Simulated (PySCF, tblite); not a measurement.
**C₃H₃F₂O₂ radical: geometry, infrared bands and EPR parameters**

Wanted: the infrared bands and EPR parameters of C₃H₃F₂O₂ radical (`CC(=O)O[C](F)F`), by calculation.

The runs use tblite 0.8.0 and PySCF 2.14.0, with density-fitted response routines of our own; the level of theory stands in each step. All values are computed, except where a source is named. Atoms are numbered from 0 throughout.

### 1 The molecule as given

10 atoms, charge 0, multiplicity 2; geometry from: force field or distance geometry start.

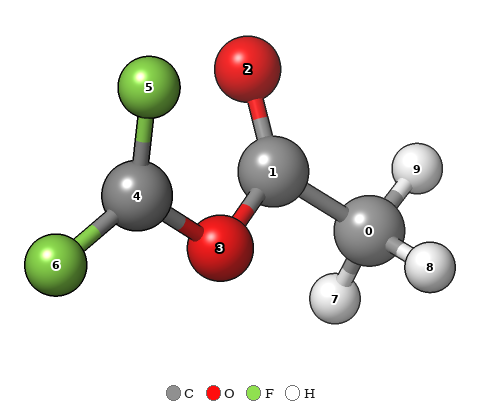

The starting geometry (carbon grey, oxygen red, fluorine green, hydrogen white), atoms numbered.

### 2 Geometry optimisation with GFN2-xTB

The job: settings as JSON, then the geometry in Å.

```
{"job": {"kind": "relax", "xc": "GFN2-xTB", "basis": "xTB"}, "charge": 0, "multiplicity": 2}
C     -1.611000     0.258200     0.427900
C     -0.269200    -0.377000     0.364600
O     -0.039900    -1.534000     0.738500
O      0.624800     0.510500    -0.169900
C      1.938700     0.035900    -0.128600
F      2.387700    -0.732200     0.875300
F      2.838900     0.612500    -0.971600
H     -1.970200     0.464400    -0.580600
H     -1.564300     1.183400     1.009300
H     -2.326600    -0.417000     0.927600
```

Started as:

```
$ OMP_NUM_THREADS=1 python probes_run.py task.json out
```

The driver reads the jobs from task.json and runs them one after another.

The log of the run:

```text
step      E/eV     max force
  0    -692.92440    3.232
  1    -693.12069    3.747
  2    -693.21711    0.764
  3    -693.23373    0.525
  4    -693.25600    0.717
  5    -693.30042    0.911
  6    -693.32293    0.860
  7    -693.35329    0.434
  8    -693.36642    0.378
  9    -693.37616    0.322
 10    -693.38122    0.243
 11    -693.38448    0.171
 12    -693.38767    0.269
 13    -693.39231    0.288
 14    -693.39712    0.206
 15    -693.40025    0.177
 16    -693.40260    0.183
 17    -693.40477    0.146
 18    -693.40666    0.117
 19    -693.40808    0.114
 20    -693.40924    0.121
 21    -693.41031    0.102
 22    -693.41119    0.084
 23    -693.41182    0.066
 24    -693.41230    0.050
 25    -693.41266    0.055
 26    -693.41287    0.036
 27    -693.41295    0.022
 28    -693.41301    0.022
 29    -693.41309    0.032
 30    -693.41322    0.042
 31    -693.41338    0.042
 32    -693.41354    0.034
 33    -693.41370    0.036
 34    -693.41393    0.049
 35    -693.41423    0.057
 36    -693.41454    0.057
 37    -693.41478    0.045
 38    -693.41499    0.061
 39    -693.41527    0.070
 40    -693.41564    0.060
 41    -693.41596    0.058
 42    -693.41613    0.040
 43    -693.41623    0.032
 44    -693.41633    0.040
 45    -693.41643    0.036
 46    -693.41653    0.028
 47    -693.41660    0.023
 48    -693.41664    0.018
 49    -693.41667    0.016
 50    -693.41670    0.021
 51    -693.41673    0.028
 52    -693.41678    0.033
 53    -693.41685    0.026
 54    -693.41691    0.026
 55    -693.41697    0.024
 56    -693.41702    0.026
 57    -693.41707    0.031
 58    -693.41711    0.020
 59    -693.41712    0.008
```

Run time: 0.18 s. Hardware: 1 thread of Arm Neoverse V2, shared host.

Relaxation path: (not every step is listed)

```tsv
step	energy from step 0 (eV)	largest force (eV/Å)
0	0.0000	3.2321
1	-0.1963	3.7466
2	-0.2927	0.7642
3	-0.3093	0.5249
4	-0.3316	0.7174
5	-0.3760	0.9107
6	-0.3985	0.8603
7	-0.4289	0.4337
8	-0.4420	0.3778
12	-0.4633	0.2690
16	-0.4782	0.1827
20	-0.4848	0.1208
24	-0.4879	0.0495
28	-0.4886	0.0220
32	-0.4891	0.0342
36	-0.4901	0.0572
40	-0.4912	0.0604
44	-0.4919	0.0396
48	-0.4922	0.0181
52	-0.4924	0.0326
54	-0.4925	0.0263
55	-0.4926	0.0239
56	-0.4926	0.0263
57	-0.4927	0.0308
58	-0.4927	0.0199
59	-0.4927	0.0077
```

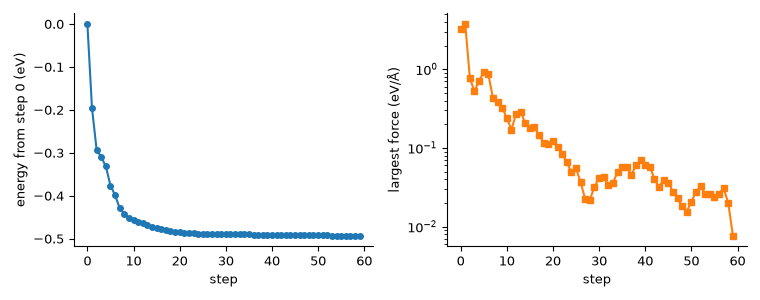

Energy and largest force along the relaxation.

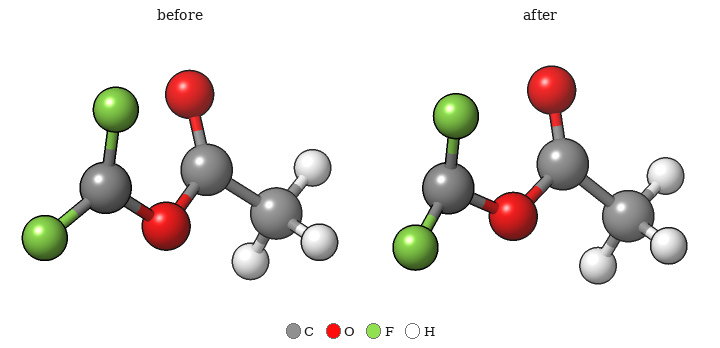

The geometry before (left) and after (right).

Close pairs (by a distance rule), those that changed most:

```tsv
bond	before (Å)	after (Å)	change (Å)
O3–C4	1.398	1.335	-0.062
C1–O2	1.237	1.193	-0.045
C4–F6	1.361	1.332	-0.029
C0–H9	1.103	1.085	-0.018
C1–O3	1.368	1.385	+0.016
C4–F5	1.341	1.329	-0.012
C0–C1	1.486	1.494	+0.008
C0–H8	1.094	1.088	-0.006
```

The final coordinates are the input of the step that follows.

### 3 Harmonic vibrations with GFN2-xTB

The job: settings as JSON, then the geometry in Å.

```
{"job": {"kind": "ir", "xc": "GFN2-xTB", "basis": "xTB"}, "charge": 0, "multiplicity": 2}
C     -1.616149     0.270765     0.416148
C     -0.315504    -0.462773     0.456370
O     -0.086677    -1.536415     0.922822
O      0.656800     0.308620    -0.157253
C      1.923012    -0.093246    -0.293438
F      2.522232    -0.714720     0.717533
F      2.710907     0.862964    -0.782691
H     -1.866457     0.514319    -0.613586
H     -1.527518     1.202758     0.970136
H     -2.391763    -0.347619     0.856486
```

The log of the run:

```text
mode    cm-1     km/mol
  1      18.1      2.69
  2      44.4      1.48
  3     114.4      0.19
  4     146.6      1.60
  5     326.8      3.74
  6     370.9      1.37
  7     463.6     26.72
  8     483.9      8.48
  9     552.7     23.87
 10     650.9     28.93
 11     840.2     95.40
 12     962.8     38.96
 13    1002.3     35.02
 14    1012.8      6.92
 15    1110.8    353.01
 16    1188.7    245.74
 17    1246.6    263.15
 18    1366.4     39.42
 19    1428.7     17.28
 20    1431.8     20.84
 21    1804.4    467.75
 22    3031.8      0.65
 23    3041.5      0.79
 24    3075.6      1.92
```

Run time: 0.14 s. Hardware: 1 thread of Arm Neoverse V2, shared host.

The strongest bands and the atoms that carry them (share of the mass-weighted mode):

```tsv
cm⁻¹	km/mol	atoms
840	95.4	O3 47 %, F5 13 %, C4 10 %
963	39.0	O3 28 %, C0 17 %, O2 14 %, F6 12 %
1002	35.0	H8 29 %, H7 26 %, C1 21 %, C0 18 %
1111	353.0	C1 50 %, H9 21 %, C0 14 %
1189	245.7	C4 71 %, F6 17 %
1247	263.1	C4 67 %, O3 19 %
1366	39.4	H7 29 %, H8 29 %, H9 21 %, C0 21 %
1804	467.8	C1 62 %, O2 36 %
```

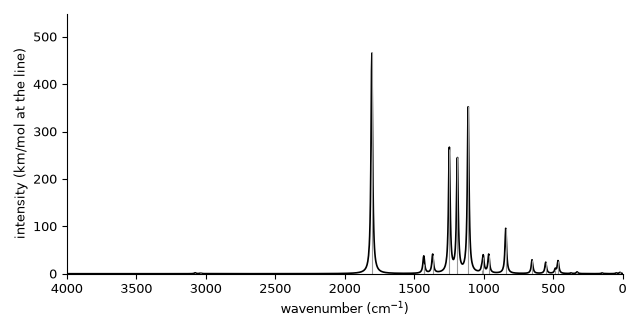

The infrared spectrum from these modes, unscaled. Lines are broadened to a width of 14 cm⁻¹ (Lorentzian).

### 4 g tensor and hyperfine couplings: B3LYP/pcH-1

Settings changed since step 3:

```diff
@@ -1,2 +1,2 @@
-{"job": {"kind": "ir", "xc": "GFN2-xTB", "basis": "xTB"}, "charge": 0, "multiplicity": 2}
+{"job": {"kind": "epr", "basis": "pcH-1"}, "charge": 0, "multiplicity": 2}
 C     -1.616149     0.270765     0.416148
```

Method: UKS B3LYP, pcH-1 on C F H O, non-relativistic, mean-field spin-orbit, GIAO.

The log of the run:

```text
UKS, coarse grid
  cycle   1  E = -465.97602127  |g| = 8.37e-01
  cycle   2  E = -465.25173810  |g| = 1.63e+00
  cycle   3  E = -466.19260182  |g| = 2.94e-01
  cycle   4  E = -466.22144524  |g| = 9.50e-02
  cycle   5  E = -466.22422008  |g| = 2.04e-02
  cycle   6  E = -466.22439006  |g| = 7.87e-03
  cycle   7  E = -466.22441525  |g| = 2.75e-03
  cycle   8  E = -466.22441817  |g| = 1.24e-03
  cycle   9  E = -466.22441959  |g| = 2.74e-04
UKS, final grid
  cycle   1  E = -466.22438102  |g| = 3.90e-04
  cycle   2  E = -466.22438086  |g| = 8.00e-04
  cycle   3  E = -466.22438108  |g| = 8.34e-05
  cycle   4  E = -466.22438109  |g| = 3.24e-05
  cycle   5  E = -466.22438109  |g| = 2.32e-05
E = -466.22438109 Eh   <S^2> = 0.7519 (exact 0.7500)
g shifts (ppm)      1          2          3
  rmc          -274       -274       -274
  gc             21         32         27
  oz_so         -68       1324       2231
  total        -321       1082       1984
hyperfine (MHz)  atom isotope    a_iso     a_fc   dipolar eigenvalues
    0   13C       0.28       0.28     -0.56     -0.22      0.78
    1   13C       0.85       0.85     -2.06      0.18      1.88
    2   17O      -1.96      -1.96     -9.38      4.14      5.25
    3   17O     -31.63     -31.63    -35.62     16.67     18.94
    4   13C     566.22     566.22    -74.16    -73.30    147.46
    5   19F     363.12     363.12   -219.42   -201.94    421.35
    6   19F     329.74     329.74   -209.15   -189.15    398.30
    7    1H       2.43       2.43     -1.52     -1.40      2.91
    8    1H       4.26       4.26     -1.60     -1.20      2.80
    9    1H       0.32       0.32     -1.00     -0.89      1.89
```

It took 25 s on 1 thread of Arm Neoverse V2, shared host; peak memory 0.71 GiB.

Principal g values 2.00200, 2.00340, 2.00430; g(iso) = 2.00323, against 2.00232 for a free electron.

Mean a(iso) over the nuclei that a row names, and the largest dipolar term of the row (other rows stand at the frozen geometry):

```tsv
nuclei	isotope	a(iso) (MHz)	a(iso) (G, at g = 2.0023)	largest dipolar term (MHz)
C4	13C	566.2	202.0	147.5
F5, F6	19F	346.4	123.6	421.4
O3	17O	-31.6	-11.3	-35.6
H7, H8, H9	1H	2.3	0.8	2.9
O2	17O	-2.0	-0.7	-9.4
C1	13C	0.9	0.3	-2.1
C0	13C	0.3	0.1	0.8
```

Mulliken spin populations:

```tsv
atom	value (e)
C0	0.00
C1	0.01
O2	0.03
O3	0.04
C4	0.81
F5	0.06
F6	0.05
H7	0.00
H8	0.00
H9	0.00
```

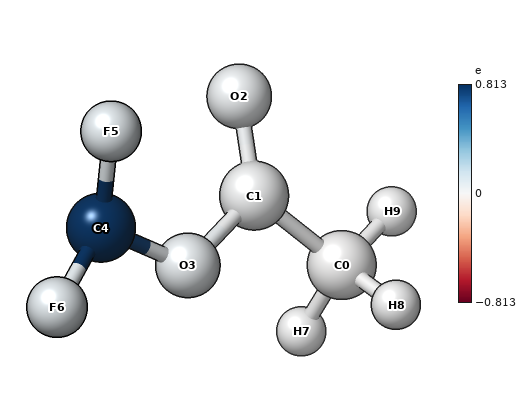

Mulliken spin populations, as colours on the atoms.

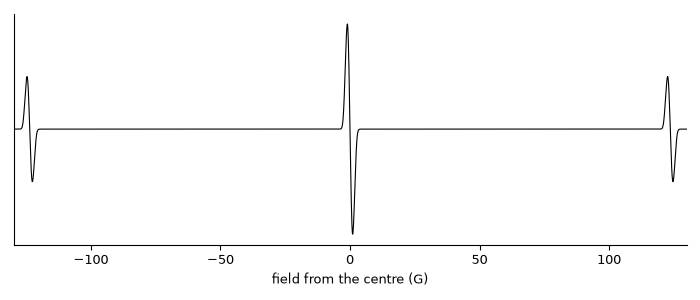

First-order isotropic spectrum (first derivative, main isotopes with spin only, couplings over 0.8 MHz, Gaussian width 0.6 G; couplings of the frozen geometry, rotation of groups not averaged beyond the rows shown).

The fields below are evaluated on a grid from the run's orbitals.

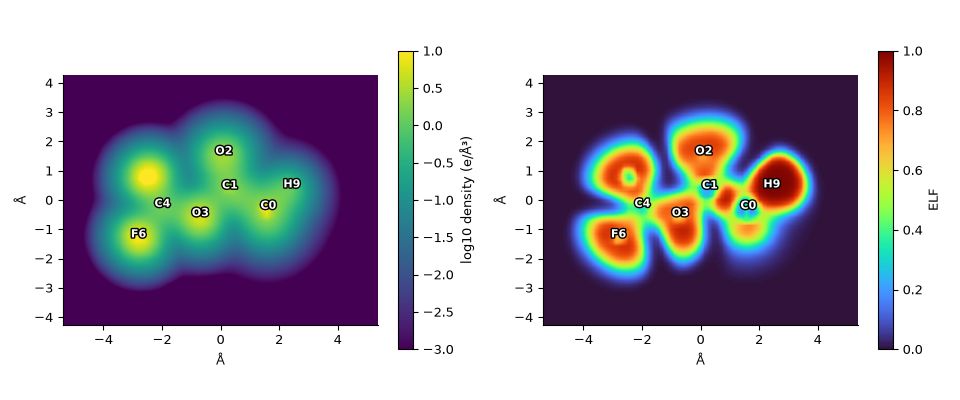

Density (left) and ELF (right) in a plane through or near 7 of the atoms.

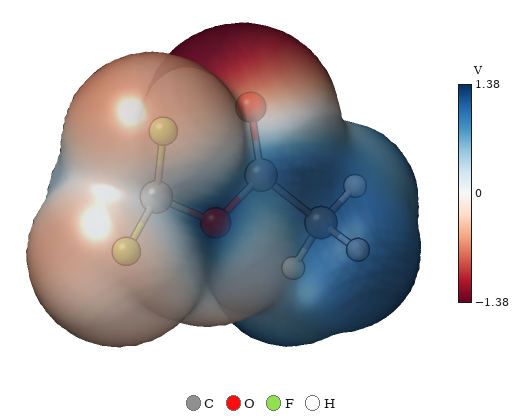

The potential that a unit positive charge feels on the 0.002 e/bohr³ surface, from -1.37 V near O2 to 1.38 V near C1.

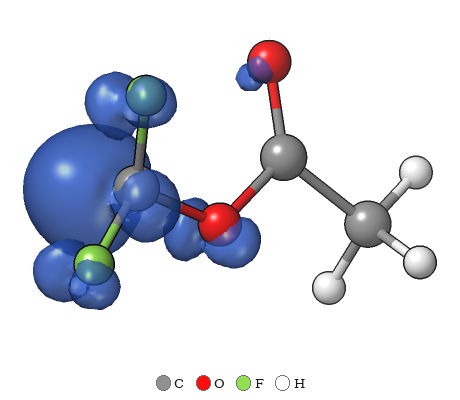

Spin density at ±0.06 e/Å³ (alpha excess blue, beta excess red).

### 5 What came out

```
                                 quantity                  value
strongest single infrared mode (GFN2-xTB)  1804 cm⁻¹, 468 km/mol
             zero-point energy (GFN2-xTB)          36.8 kcal/mol
                           g(iso) (B3LYP)                2.00323
                                     ⟨S²⟩     0.752 (exact 0.75)
       largest a(iso) (averaged by class)   13C on C4, 566.2 MHz
    surface potential, least and greatest     -1.37 V and 1.38 V
```

What this shows: The optimisation took 59 steps and gained 0.493 eV; among the close pairs (by a distance rule), O3–C4 changed most, from 1.398 to 1.335 Å. No mode is imaginary among the 24: a minimum at this level. The strongest single mode, at 1804 cm⁻¹, moves mainly C1 and O2. Unscaled tight-binding wavenumbers are off by several per cent, some by more. Its intensities can rank the bands wrongly. Most of the unpaired spin sits on C4 (0.81 e). The isotropic g lies 0.9 ppt above the free-electron value.
